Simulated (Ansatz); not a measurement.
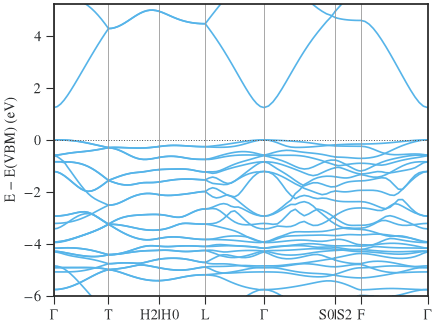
Band structure from plane-wave PAW PBEsol (Ansatz code)

Read off the gap and where the band edges lie.

About 1.2 eV (1.25 eV by a search for the band edges); maximum at Γ, minimum at Γ.

The material is ZnSnO₃ in space group R3c (No. 161; Zn on 6a, Sn on 6a, O on 18b).

The cell was relaxed with PBEsol under the symmetry of its start. Scalar-relativistic: spin–orbit coupling is off unless named, which matters more the heavier the elements.

Potentials: the later of the program's two PAW sets.
